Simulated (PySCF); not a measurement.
**UCISD/6-31G run of OH (SMILES [OH])**

What is the vertical doublet–quartet gap of OH at UCISD/6-31G? The job is set up through a Python script.

The results are computed with PySCF 2.14.0.

9 further runs of the same task are left out: 9 set aside as unsound or not needed.

**1. The structure to begin with**

The species is OH (2 atoms), meant as a doublet with charge 0. As SMILES, `[OH]`. Geometry: relaxed at GFN2-xTB.

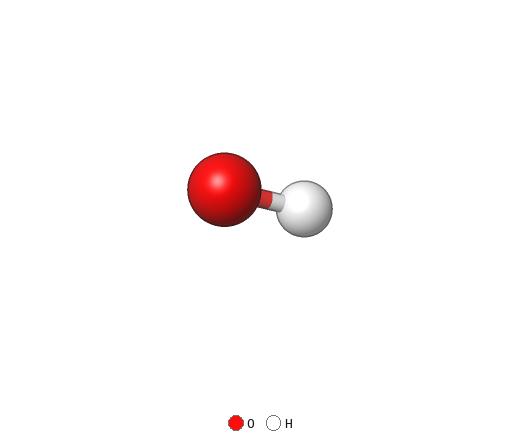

Viewed from a chosen angle; oxygen red, hydrogen white.

**2. The energy at UCISD/6-31G**

File input.py:

```python
# [OH]
from pyscf import gto, ci

system = gto.Mole()
system.atom = [
    ('O', (0.411770, -0.131830, 0.212430)),
    ('H', (-0.411770, 0.131830, -0.212430)),
]
system.charge = 0
system.basis = '6-31g'
system.max_memory = 1860
system.spin = 1
system.verbose = 4
system.build()

calc0 = system.UHF()
calc0.conv_tol = 1e-10
calc0.kernel()
if not calc0.converged:
    calc0 = calc0.newton().run(calc0.mo_coeff, calc0.mo_occ)

cisd = ci.CISD(calc0, frozen=1)
cisd.kernel()
e_final = cisd.e_tot
print('Final energy', e_final)
```

Command:

```bash
OMP_NUM_THREADS=1 python input.py
```

Log:

```text
PySCF version 2.14.0

[INPUT] num. atoms = 2
[INPUT] num. electrons = 9
[INPUT] charge = 0
[INPUT] spin (= nelec alpha-beta = 2S) = 1
[INPUT] symmetry False subgroup None
[INPUT] Mole.unit = angstrom
[INPUT] Symbol           X                Y                Z      unit          X                Y                Z       unit  Magmom
[INPUT]  1 O      0.411770000000  -0.131830000000   0.212430000000 AA    0.778132526312  -0.249122595001   0.401434520641 Bohr   0.0
[INPUT]  2 H     -0.411770000000   0.131830000000  -0.212430000000 AA   -0.778132526312   0.249122595001  -0.401434520641 Bohr   0.0

nuclear repulsion = 4.39400761915188
number of shells = 7
number of NR pGTOs = 26
number of NR cGTOs = 11
basis = 6-31g
ecp = {}

[... 19 lines left out ...]
WARN: beta  nocc = 4  HOMO -0.431284236824765 >= LUMO -0.431284236824764
[... 42 lines left out ...]
converged SCF energy = -75.3631665389963  <S^2> = 0.75364434  2S+1 = 2.003641
[... 1 line left out ...]
******** <class 'pyscf.ci.ucisd.UCISD'> ********
CISD nocc = (np.int64(4), np.int64(3)), nmo = (10, 10)
frozen orbitals 1
max_cycle = 50
direct = 0
conv_tol = 1e-09
max_cycle = 50
max_space = 12
lindep = 0
nroots = 1
Init t2, MP2 energy = -0.0879530590206045
UCISD converged
E(UCISD) = -75.45824923847915  E_corr = -0.09508269948282196
Final energy -75.45824923847915
```

Run time: 0.64 s. Hardware: 1 thread of Intel Xeon Platinum 8375C at 2.90GHz (Ice Lake), shared host; peak memory 0.12 GiB.

**3. The quartet at the same level**

File run.py:

```python
from pyscf import gto, ci

system = gto.Mole()
system.atom = [
    ('O', (0.411770, -0.131830, 0.212430)),
    ('H', (-0.411770, 0.131830, -0.212430)),
]
system.spin = 3
system.charge = 0
system.max_memory = 1860
system.basis = '6-31g'
system.verbose = 3
system.build()

hf = system.UHF()
hf.conv_tol = 1e-10
hf.kernel()
if not hf.converged:
    hf = hf.newton().run(hf.mo_coeff, hf.mo_occ)

cisd = ci.CISD(hf, frozen=1)
cisd.kernel()
energy = cisd.e_tot
print(f'total energy: {energy:.8f} hartree')
```

Command:

```bash
OMP_NUM_THREADS=1 python run.py
```

Log:

```text
WARN: HOMO 0.174306366185952 >= LUMO -0.431284236824765

converged SCF energy = -75.1034883053257  <S^2> = 3.7555267  2S+1 = 4.0027624
E(UCISD) = -75.16463217588598  E_corr = -0.06114387056023738
total energy: -75.16463218 hartree
```

It took 0.64 s on 1 thread of Intel Xeon Platinum 8375C at 2.90GHz (Ice Lake), shared host; peak memory 0.12 GiB.

**4. Results**

Level: UCISD/6-31G, 1 core orbital frozen.

| quantity | value |
| --- | --- |
| doublet: total energy | -75.45825 Eh |
| doublet: dipole moment (Hartree–Fock density) | 2.14 D |
| doublet: HOMO energy (Hartree–Fock orbitals) (highest over α and β) | -13.70 eV |
| doublet: LUMO energy (Hartree–Fock orbitals) (lowest over α and β) | 3.42 eV |
| doublet: correlation energy (1 core orbital frozen) | -95.1 mEh |
| doublet: ⟨S²⟩ of the reference determinant | 0.754 |
| quartet: total energy | -75.16463 Eh |
| quartet: dipole moment (Hartree–Fock density) | 2.45 D |
| quartet: HOMO energy (Hartree–Fock orbitals) (highest over α and β) | -4.60 eV |
| quartet: LUMO energy (Hartree–Fock orbitals) (lowest over α and β) | 0.31 eV |
| quartet: correlation energy (1 core orbital frozen) | -61.1 mEh |
| quartet: ⟨S²⟩ of the reference determinant | 3.756 |
| vertical energy of the quartet above the doublet | 7.990 eV |

What this shows: At this shape the quartet lies 7.99 eV (184 kcal/mol) above the doublet.
